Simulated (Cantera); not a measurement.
A closed system holds: 1 mol Fe, 0.15 mol NH₃, 15 mol H₂, held at 3450 Torr.

Method: chemical equilibrium by Gibbs-energy minimisation in Cantera with the NASA 1993 tables (ideal gas, pure condensed phases). Candidate condensed phases: Fe; 10 gas species. Condensed phases not in the tables: Fe₄N. Equilibrium is a limit: real reactors are often held back by kinetics, nucleation or transport.

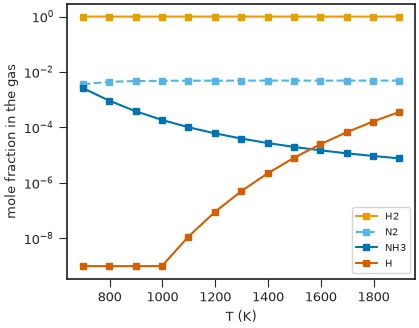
Equilibrium gas composition (values under 1e-9 drawn at 1e-9)

### Question
Read off the mole fractions at 1498 K.

### Answer
H₂ about 1.00, N₂ about 0.0049, NH₃ about 2.0e-5, H about 8.0e-6.
